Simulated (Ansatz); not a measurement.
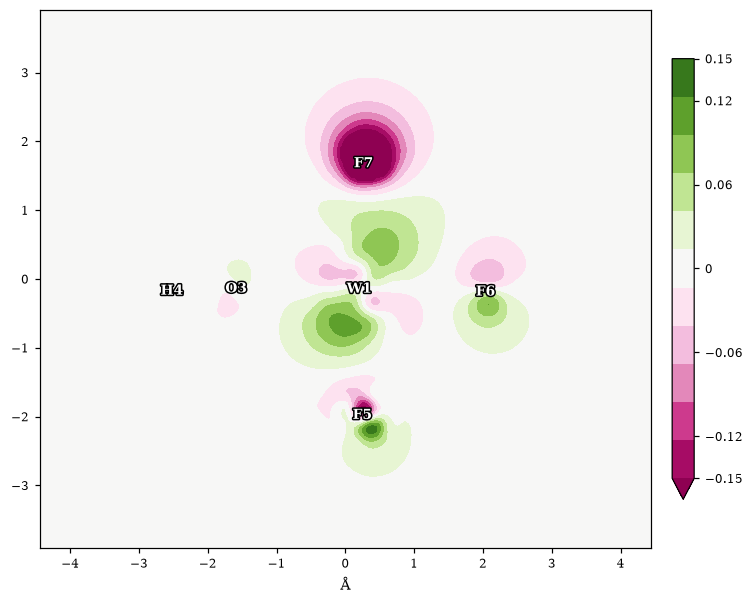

Figure 1: BrF$_{4}$HOW···H$_{2}$. The LUMO on the plane of atoms O3, W1 and F5 (values in Å⁻³ᐟ²; the overall sign is arbitrary).

Core potentials replace the inner electrons of W; not at a stationary point (largest force 1.4 eV/Å).

Level of theory: RHF/def2-SVP (Ansatz).

```yaml
atoms:
  - { symbol: W, position_ang: [0.4015, 0.2331, -0.2264] }
  - { symbol: H, position_ang: [-0.5470, -0.1657, 2.5309] }
  - { symbol: O, position_ang: [1.9711, -0.2511, -0.9483] }
  - { symbol: H, position_ang: [2.8591, -0.3921, -1.2447] }
  - { symbol: F, position_ang: [0.2915, 1.6942, -1.3303] }
  - { symbol: F, position_ang: [-1.1693, 0.7942, 0.5342] }
  - { symbol: F, position_ang: [0.3438, -1.2826, 0.8000] }
  - { symbol: F, position_ang: [-0.6007, -0.6770, -1.4711] }
  - { symbol: Br, position_ang: [1.6265, 1.5862, 1.5429] }
  - { symbol: H, position_ang: [-0.2269, 0.1990, 3.0471] }
```

Q: Describe this orbital and give its energy.

A: By Hirshfeld shares it lies mainly on W1 (about 70 %), F7 (about 5 %) and F5 (about 5 %). Its energy is −1.46 eV.
